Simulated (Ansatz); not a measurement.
Ge (diamond structure), cut as [110] fin, 1.44 nm along [001] by 0.81 nm along [1-10], dimers on {100} faces

The numbers are results of PBE (plane waves to 420 eV, PAW; Ansatz, a program for electronic structure), not measurements.

k-points: Γ-centred 1×1×3 mesh; occupations: Fermi-Dirac, 0.020 eV; spin polarisation not allowed. Spin-orbit coupling is left out.

 The relaxation kept the symmetry of its start, so a lower minimum of less symmetry isn't excluded. The period along the axis is held at the bulk value.

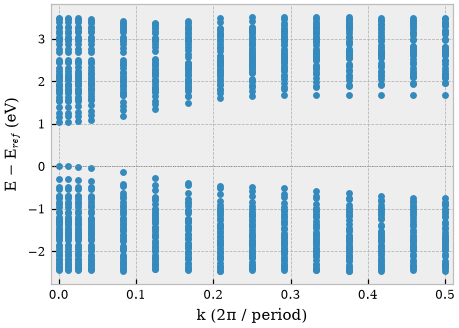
Levels along the axis at 15 k-points, drawn as points, zero at the top of the valence band

Electronic character: not metallic; Kohn-Sham band gap: 1.04 eV. Only levels within the plotted window are shown.
